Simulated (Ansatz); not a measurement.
A hypothetical phase is included: elements placed on a structure type, which no database files for this compound.

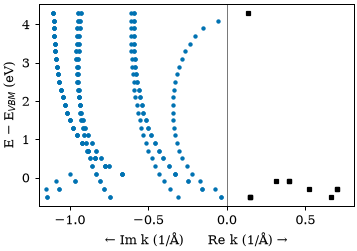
Fig. 1. Complex bands at the centre of the two-dimensional zone; r2SCAN run with Ansatz (an electronic-structure program)

The gap is the functional's own. No spin-orbit coupling. Mid-gap values are those at the computed energy nearest the middle.

Q: This is MgO (P4_2/mnm, 8 atoms a cell, 12.4 Å³ an atom) along the normal of (001). Read off the slowest decay at the centre of the two-dimensional zone at 2.10 eV, the computed energy nearest the middle of the gap.

A: κ ≈ 0.34 1/Å, a decay length 1/(2κ) of the density of 1.5 Å.
